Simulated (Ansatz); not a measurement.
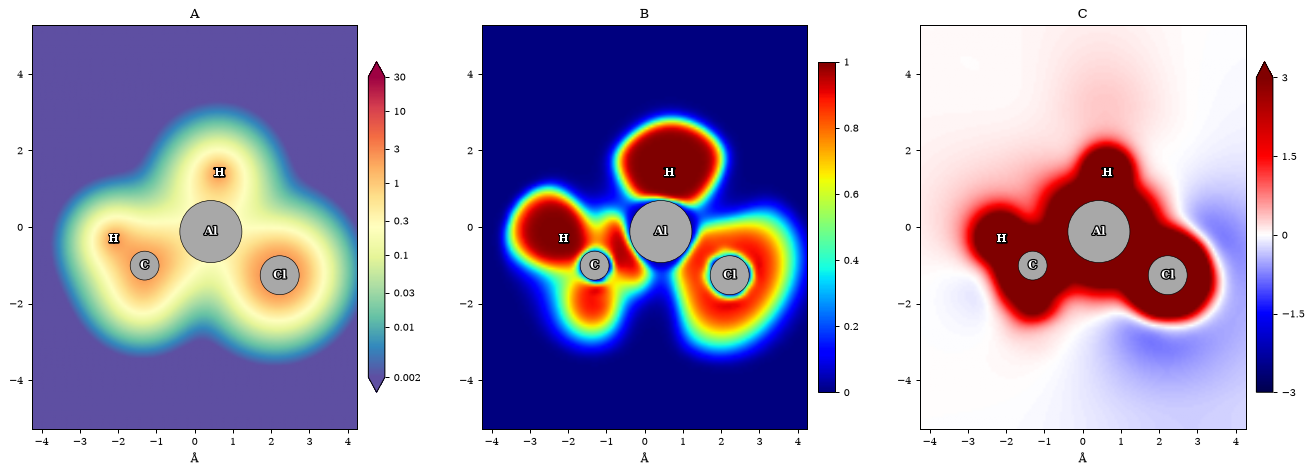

CH4AlCl···AlH3O: 3 fields on the plane of atoms Cl4, Al1 and H6, with unlabelled colour scales. Grey discs cover the atomic cores.

Not at a stationary point (largest force 1.7 eV/Å).

Theory: Ansatz 0.2.0, RKS B3LYP-D4/6-31G*.

| atom | x (Å) | y (Å) | z (Å) |
| --- | --- | --- | --- |
| Al | -1.2500 | -0.2855 | -0.0199 |
| O | 1.6923 | -0.3130 | 1.1158 |
| C | -1.0451 | -0.9378 | -1.8480 |
| Cl | -1.9887 | -1.5748 | 1.5050 |
| Al | 1.6630 | 1.5048 | 1.1692 |
| H | -1.0317 | 1.1778 | 0.4264 |
| H | 1.9447 | 2.1787 | -0.2305 |
| H | 1.4947 | 2.2249 | 2.5693 |
| H | 1.5445 | -0.7527 | 1.9654 |
| H | -0.5187 | -1.9004 | -1.8672 |
| H | -2.0235 | -1.0931 | -2.3210 |
| H | -0.4816 | -0.2287 | -2.4645 |

### Match the panels to the quantities (electron density, electron localisation function and electrostatic potential).

Panel A: electron density. Panel B: electron localisation function. Panel C: electrostatic potential (strongly positive close to the atoms, with negative regions outside electron-rich atoms). From the grid: C–Al (1.95 Å): the density is about 0.72 e/Å³ at the midpoint; the ELF peaks at about 0.95 between the atoms; a polar covalent bond. Al–Cl (2.13 Å): the density is about 0.69 e/Å³ at the midpoint; the ELF peaks at about 0.90 in the valence shell of Cl, 0.9 Å from its nucleus, and is about 0.80 at the midpoint.
